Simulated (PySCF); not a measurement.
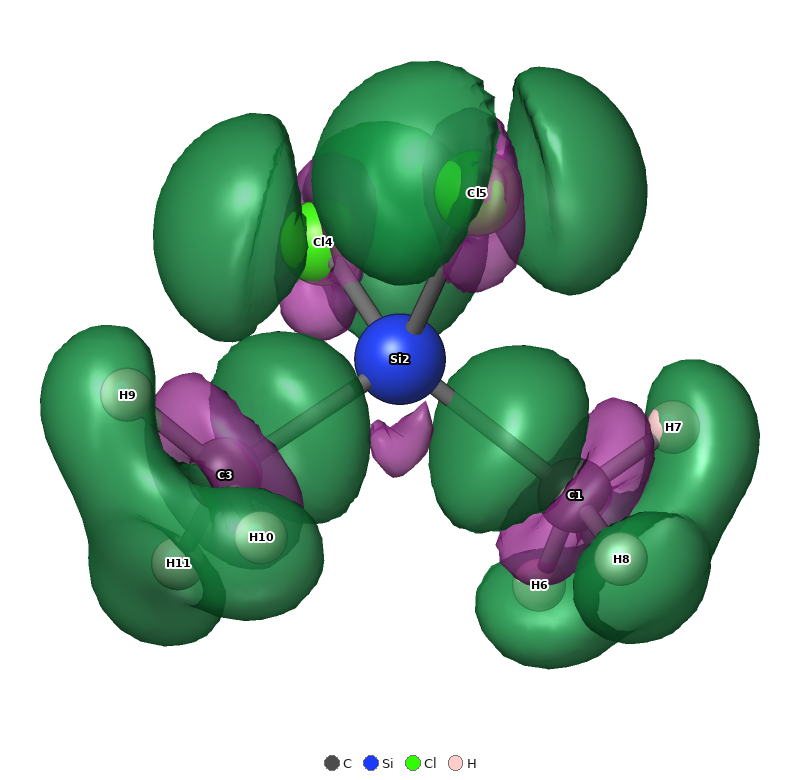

C2H6Cl2Si, SMILES `C[Si](C)(Cl)Cl`. Fukui function f⁻ = ρ(N) − ρ(N−1) at fixed geometry, surfaces at ±0.015 e/Å³ (green positive, purple negative).

Computed with PySCF, B3LYP/cc-pVDZ, geometry: GFN2-xTB. No frequency check shows the geometry to be a minimum. GFN2-xTB bond lengths at metals and heavier atoms can be off by up to 0.1 Å and shapes distorted, which carries into these values.

Coordinates in Å:

```
C1      -0.0047   -1.3611   -1.5817
Si2      0.0001   -0.3051   -0.0003
C3       0.0054   -1.3627    1.5799
Cl4     -1.6489    0.8847    0.0040
Cl5      1.6484    0.8855   -0.0034
H6      -0.8817   -1.9997   -1.6268
H7      -0.0179   -0.7375   -2.4719
H8       0.8723   -2.0032   -1.6274
H9       0.0183   -0.7401    2.4708
H10      0.8827   -2.0010    1.6243
H11     -0.8713   -1.9975    1.6350
```

On which atoms does the density change most on removal of an electron?

Answer. f⁻ (Hirshfeld-condensed) is largest on Cl4 and Cl5 (0.23 each); the vertical ionisation energy is 10.29 eV. Condensed values hint at sites of electrophilic attack but needn't mark the atom that reacts. Orbital relaxation makes it negative in places (0.19 e in all).

```tsv
atom	f⁻	charge
C1	+0.10	−0.20
Si2	+0.07	+0.40
C3	+0.10	−0.20
Cl4	+0.23	−0.13
Cl5	+0.23	−0.13
H6	+0.05	+0.04
H7	+0.05	+0.04
H8	+0.05	+0.04
H9	+0.05	+0.04
H10	+0.05	+0.04
H11	+0.05	+0.04
```

The PySCF run took 3.7 min on 1 thread of AMD EPYC 7R43 64-Core Processor (Zen 3), on a shared host, peak memory 0.7 GiB.
